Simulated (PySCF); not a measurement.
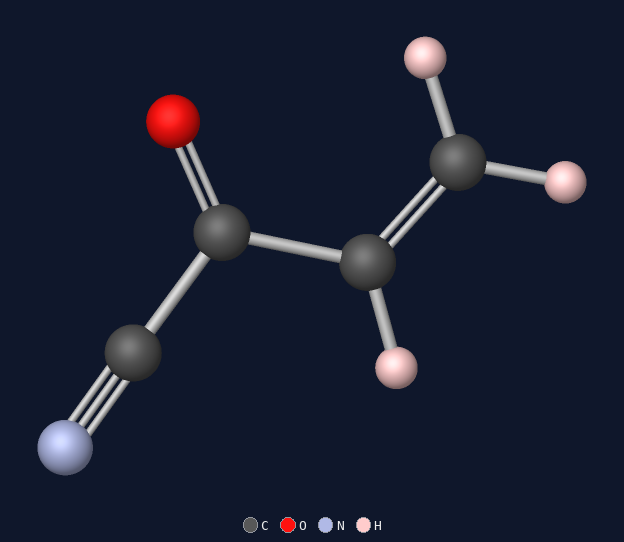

Ball-and-stick drawing of a structure. Multiple sticks mark multiple bonds (one Kekulé form).

Describe the molecule.

It has 9 atoms: 4 carbon, 3 hydrogen, 1 nitrogen and 1 oxygen (C4H3NO). Its SMILES string is `C=CC(=O)C#N`. It has no ring. Among its groups: ketone, nitrile, alkene. All atoms lie on one plane. Coordination: 3 C trigonal planar; 1 C linear.

More results for the same structure follow; atom numbers are the same in all pictures, views and colours differ. The geometry was computed by an optimisation with PBE0-D3(BJ)/def2-TZVP. No frequency run is at hand to confirm it as a minimum.

### Geometry

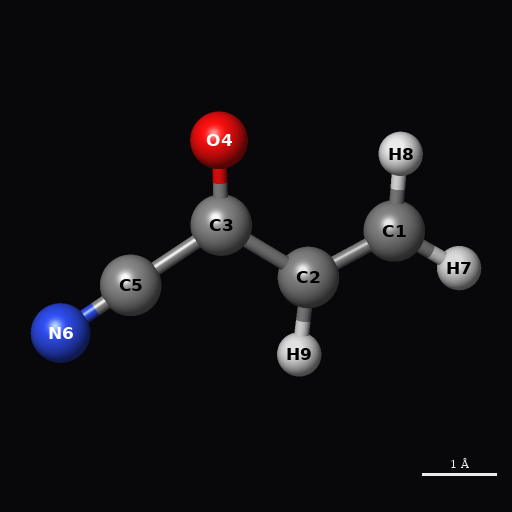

No frequency run is at hand to confirm it as a minimum.

Which atoms are bonded, and how long are the bonds?

| bond | length (Å) | order |
| --- | --- | --- |
| C1–C2 | 1.329 | double |
| C1–H7 | 1.083 | single |
| C1–H8 | 1.085 | single |
| C2–C3 | 1.474 | single |
| C2–H9 | 1.084 | single |
| C3–O4 | 1.204 | double |
| C3–C5 | 1.475 | single |
| C5–N6 | 1.150 | triple |

### Charges

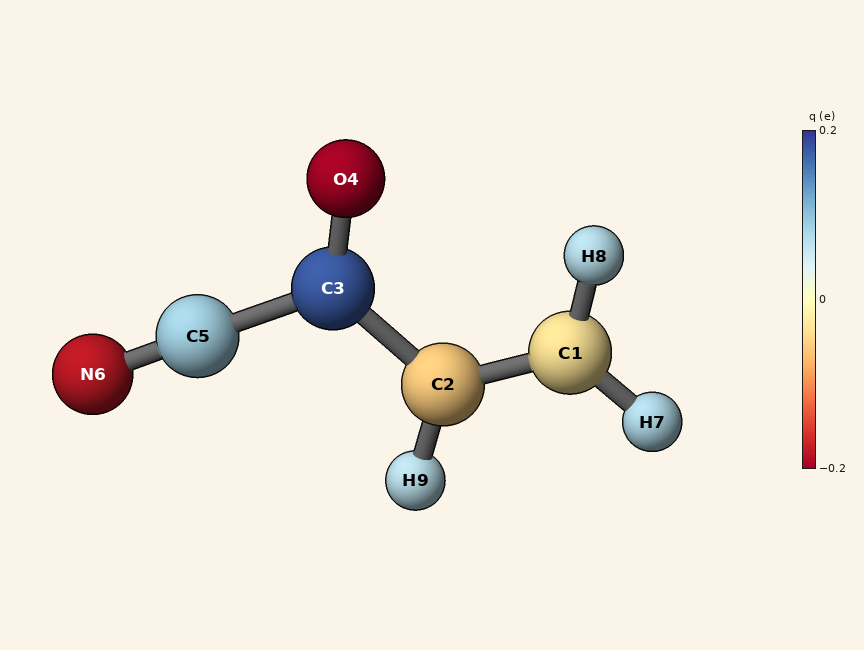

Atoms are coloured by their Hirshfeld charges. No frequency run is at hand to confirm it as a minimum. Properties computed with PBE0/pcSseg-2, gas phase (PySCF 2.14.0).

Give the Hirshfeld charges atom by atom.

```csv
atom,value (e)
C1,−0.03
C2,−0.05
C3,0.17
O4,−0.20
C5,0.08
N6,−0.18
H7,0.07
H8,0.07
H9,0.06
```

### Dipole moment

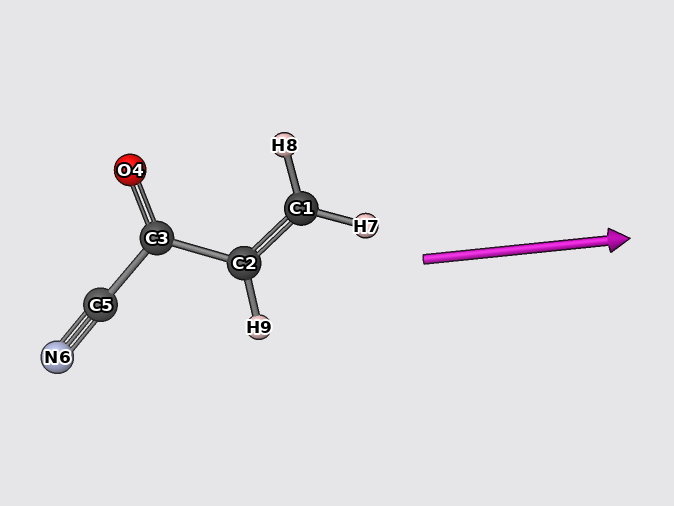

The arrow beside the molecule shows the direction of the dipole moment, from the negative to the positive end (its length means nothing). No frequency run is at hand to confirm it as a minimum. Level of theory: KT3/pcSseg-2, gas phase (PySCF 2.14.0).

Estimate the dipole moment.

Answer. 4.18 D; it points from the side of N6 to the side of H7 (the outermost atoms at the two ends).

### Quadrupole coupling

No frequency run is at hand to confirm it as a minimum. Electric field gradients from the ground-state density, PBE0/pcSseg-2 (PySCF 2.14.0), non-relativistic apart from any core potentials.

Give the largest field-gradient component, the quadrupole coupling constant and the asymmetry for 17O at O4 (Q = −25.6 mb), 14N at N6 (Q = 20.44 mb), 2H at H7 (Q = 2.86 mb), 2H at H8 (Q = 2.86 mb).

| atom | V_zz (a.u.) | e²qQ/h (MHz) | η |
| --- | --- | --- | --- |
| O4 | −1.981 | 11.92 | 0.48 |
| N6 | −1.084 | −5.21 | 0.23 |
| H7 | 0.295 | 0.198 | 0.02 |
| H8 | 0.287 | 0.193 | 0.01 |
